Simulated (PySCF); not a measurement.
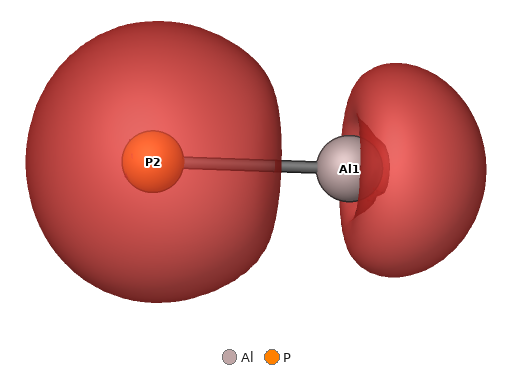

*AlP (charge +1, quartet). Isosurfaces of the spin density (α minus β) at +0.02 (red) and −0.02 e/Å³ (blue), seen from one side.*

All numbers below come from PBE0/jorge-DZP-DKH, spin-free X2C-1e, Gaussian nucleus, at a bond length of 2.520 Å in PySCF 2.14.0.

```xyz
2

Al    0.0000    0.0000   -1.3468
P     0.0000    0.0000    1.1732
```

Where is the unpaired spin?

The unpaired spin (3 electrons) lies mostly on P2 (about 2.3) and Al1 (about 0.7), in electrons by Hirshfeld's partition.
